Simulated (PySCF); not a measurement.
CH10FNSi3

```xyz
16

C     2.2565   -0.4930    0.5425
Si    0.9286    0.0320   -0.6938
F     1.2987    1.5259   -1.1873
N    -0.6474    0.1129    0.0227
Si   -1.3147   -1.3176    0.7640
Si   -1.4725    1.6553    0.1012
H     2.0521   -1.4805    0.9434
H     2.3069    0.2003    1.3786
H     3.2366   -0.5179    0.0759
H     0.8983   -0.7369   -1.9314
H    -0.6187   -2.4686    0.1863
H    -1.0972   -1.2720    2.2147
H    -2.7422   -1.3674    0.4550
H    -2.7902    1.3886    0.6757
H    -1.5845    2.1824   -1.2571
H    -0.7180    2.5655    0.9658
```

Geometry: GFN2-xTB.

These are results of PySCF 2.14.0, PBE0/pcSseg-1, SCF density, gas phase, non-relativistic, not measurements.

Q: Predict the electron density and electron localisation function between the atoms.

A: Si–F (1.62 Å): the density is about 1.1 e/Å³ at the midpoint; the ELF peaks at about 0.85 in the valence shell of F, 0.6 Å from its nucleus, and is about 0.50 at the midpoint.
Si–N (1.73 Å): ρ at the midpoint is about 1.1 e/Å³; the ELF peaks at about 0.90 between the atoms: a polar covalent bond.
Si–H (1.46 Å): the density is about 0.81 e/Å³ at the midpoint; the ELF climbs to about 1 towards the hydrogen, as it does in any bond to H.

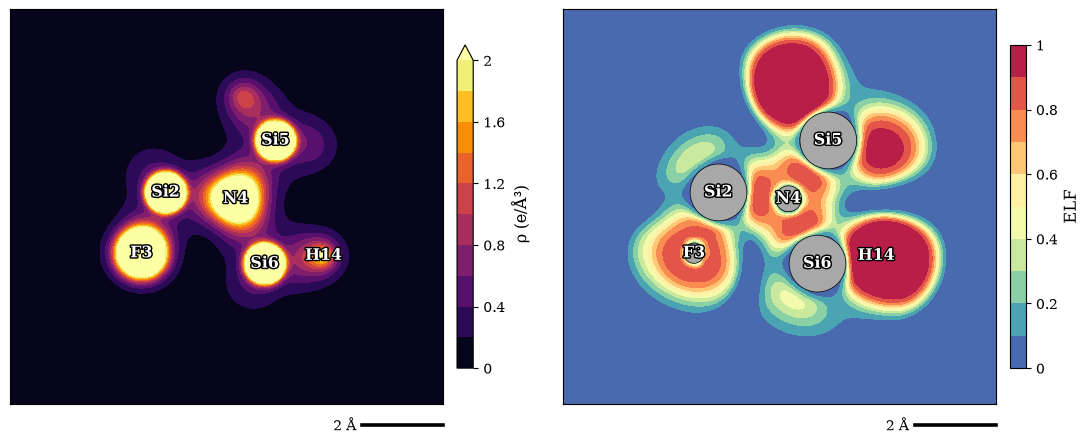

Computed electron density and electron localisation function on the plane of atoms Si2, N4 and Si6, in this order. Grey discs cover the atomic cores in the ELF map. 
